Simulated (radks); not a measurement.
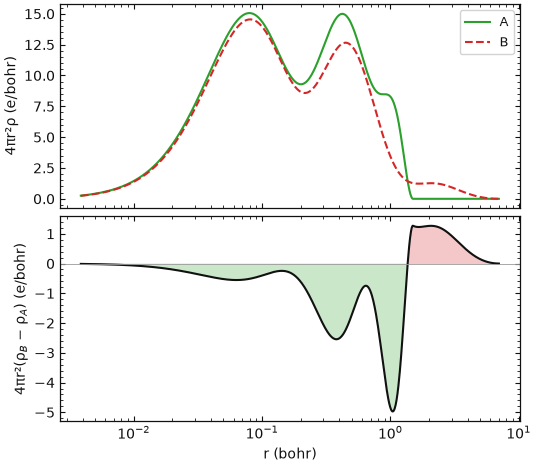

The neutral aluminium atom in [Ne] 3s2 3p1 (high spin) was computed in two surroundings: the hard spherical wall at 1.5 bohr; the hard spherical wall at 7 bohr. The calculation used the in-house radial solver radks at this level: scalar-relativistic Kohn-Sham, LDA (Slater exchange, Perdew-Wang correlation), spin-polarised, spherical densities, point nucleus.

The plot shows both radial densities and the radial density of run B less that of run A; on the logarithmic r axis, areas aren't charges.

Q: Assign A and B and describe the change of the density.

Answer: A is the hard spherical wall at 1.5 bohr; B is the hard spherical wall at 7 bohr. B holds 2.9 electrons more than A where the difference is positive (most at r = 1.5 bohr) and 2.9 electrons fewer where it is negative (most at r = 1.0 bohr), with no net change. The tighter surroundings push the outer density inwards. The energy of B less that of A is −481.1 eV.
